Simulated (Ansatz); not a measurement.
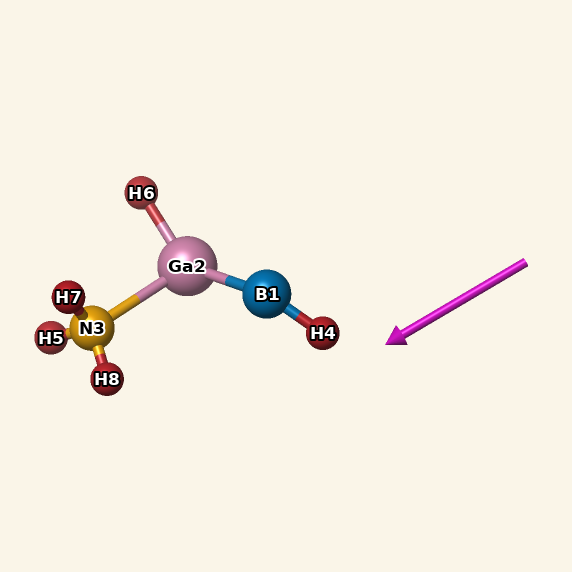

The arrow beside the molecule shows the direction of the dipole moment, from the negative to the positive end (its length means nothing). Computed geometry: PBE-D4/def2-SVP optimisation. No frequency run is at hand to confirm it as a minimum. Method: RKS PBE-D4/def2-SVP (Ansatz 0.2.0).

Question: How large is the dipole moment?

Answer: 5.54 D; it points from the side of H4 to the side of H5 (the outermost atoms at the two ends).
